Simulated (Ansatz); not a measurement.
# What a change does: single-point calculation on C$_{2}$H$_{5}$FOSi$_{2}$

System: C$_{2}$H$_{5}$FOSi$_{2}$, SMILES FC1=C[SiH2]O[SiH2]1.
Method of run A: RKS SPW92 (LDA)/def2-TZVPP (Ansatz 0.2.0).

The geometry comes from this level: PBE0-D4/def2-TZVP. Text and figures count atoms from 1; the logs count them from 0 in places.

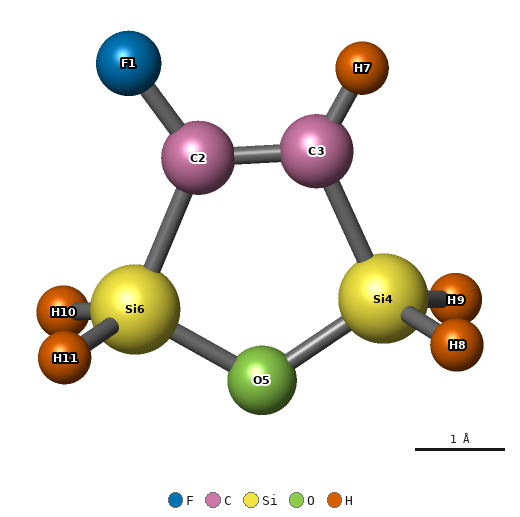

Figure 1. The structure as given in the input (ball-and-stick view, seen at a tilt; atoms are numbered from 1 in the order of the input).

### Input, run A
```yaml
crystal:
  periodic: [false, false, false]
  atoms:
    - {symbol: F, position_ang: [2.283860, -0.781107, -0.948621]}
    - {symbol: C, position_ang: [1.112533, -0.395716, -0.418156]}
    - {symbol: C, position_ang: [0.774770, -0.658641, 0.844325]}
    - {symbol: Si, position_ang: [-0.911827, 0.022392, 1.230979]}
    - {symbol: O, position_ang: [-1.308092, 0.704594, -0.228725]}
    - {symbol: Si, position_ang: [-0.173837, 0.558395, -1.415193]}
    - {symbol: H, position_ang: [1.441207, -1.202766, 1.507921]}
    - {symbol: H, position_ang: [-0.893726, 1.053681, 2.298431]}
    - {symbol: H, position_ang: [-1.895103, -1.027380, 1.597715]}
    - {symbol: H, position_ang: [-0.684913, -0.209921, -2.575902]}
    - {symbol: H, position_ang: [0.320429, 1.879571, -1.872275]}
basis:
  gaussian: {orbitals: def2-TZVPP}
hamiltonian: {xc: lda}
output: {orbitals: {seedname: orbitals}}
```

Hardware: 4 threads of Oxide Virtual Turin-like, 27 GiB of memory available, shared host.

### Output (run A)
```
Functional definition: SPW92
  exchange = slater_x
  correlation = pw_c
1538 factors; their error is unknown
mean field evaluation 1: about -22551.4021 eV, gradient 8.3e1 eV
mean field evaluation 2: about -22503.9549 eV, gradient 1.6e2 eV
mean field evaluation 4: about -22564.4356 eV, gradient 1.7e1 eV
mean field evaluation 8: about -22565.0521 eV, gradient 2.6e-1 eV
mean field evaluation 16: about -22565.0055 eV, gradient 2.0e-4 eV
mean field -22565.00552882 eV, -829.2486580739 hartree, gradient 3.1e-5 eV, S^2 0.000000; 0 other end points of the search recorded, 0 dependent functions left out
reference -22565.00556942 eV, -829.2486595660 hartree; 31, 31 occupied and 247, 247 virtual orbitals, 1538 factors
Total energy: -22565.00556942 eV, -829.2486595660 hartree
```

The input of run B differs as follows (lines with − go, lines with + come):
```diff
-hamiltonian: {xc: lda}
+hamiltonian: {xc: {name: wB97X-V}}
```

Predict how the results change.

The total energies belong to different methods, so their difference says nothing on which is more stable or more accurate. The HOMO goes from −6.92 to −10.28 eV. The LUMO goes from −1.94 to 1.48 eV. On the same kind of shared host run B took about 5.1 times as long.

### Output (run B)
```
Functional definition: wB97X-V
  parameter omega = 0.3/bohr
  parameter cx = 0.167
  parameter cx1 = 0.603
  parameter cx2 = 1.194
  parameter css0 = 0.556
  parameter css1 = -0.257
  parameter cos0 = 1.219
  parameter cos1 = -1.850
  parameter b = 6.0
  parameter c = 0.01
  exchange = spin_sum(e_x_unif_sr(omega)*poly(b97_u_x, 1 - cx, cx1, cx2)) + cx*exact_x_sr(omega) + exact_x_lr(omega)
  correlation = spin_sum(e_c_pw_same_spin*poly(b97_u_same, css0, css1))
      + integral(e_c_pw_opposite_spin*poly(b97_u_opposite, cos0, cos1)) + vv10(b, c)
1544 factors; their error is unknown
341 factors; integrals over basis functions are off by at most 8.6e-6 eV
mean field evaluation 1: about -22669.3094 eV, gradient 5.7e1 eV
mean field evaluation 2: about -22669.4035 eV, gradient 5.9e1 eV
mean field evaluation 4: about -22675.0640 eV, gradient 2.5e0 eV
mean field evaluation 8: about -22675.0885 eV, gradient 6.6e-2 eV
mean field evaluation 16: about -22675.1081 eV, gradient 8.1e-5 eV
mean field -22675.10808282 eV, -833.2948523032 hartree, gradient 2.4e-5 eV, S^2 0.000000; 0 other end points of the search recorded, 0 dependent functions left out
reference -22675.10808057 eV, -833.2948522205 hartree; 31, 31 occupied and 247, 247 virtual orbitals, 1544 factors
Total energy: -22675.10808057 eV, -833.2948522205 hartree
```

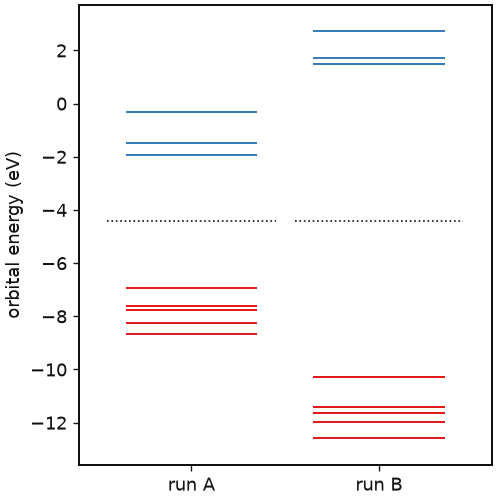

Figure 2. The five highest filled and three lowest empty orbital energies of the two runs; the dotted lines part filled from empty levels. The HOMO–LUMO gap is 4.98 eV in run A and 11.76 eV in run B.

### The two runs side by side

| quantity | run A | run B |
| --- | --- | --- |
| outcome | converged | converged |
| total energy (hartree) | −829.248660 | −833.294852 |
| HOMO (eV) | −6.92 | −10.28 |
| LUMO (eV) | −1.94 | 1.48 |
| basis functions | 278 | 278 |
| wall time (shared host) | 2.3 s | 12 s |
